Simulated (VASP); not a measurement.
Band structure of SiMo (relaxed from the FeSi structure, space group P2_13). Level of theory: PBEsol GGA, VASP's PBE PAW potentials (set 64) (plane waves; VASP).

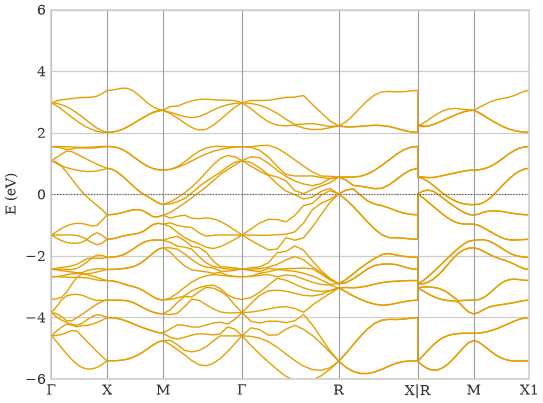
Figure: Bands along high-symmetry lines, zero at the valence-band maximum or, without a gap, the Fermi level

### Question
Read the plot: is there a gap, and where are the band edges?

### Answer
It has no gap at this level: it comes out as a metal or semimetal. (Edges off the drawn lines would not show.)

The structure was generated: SiMo was put into the FeSi type (P2_13), which need not be its known phase. It was relaxed first.
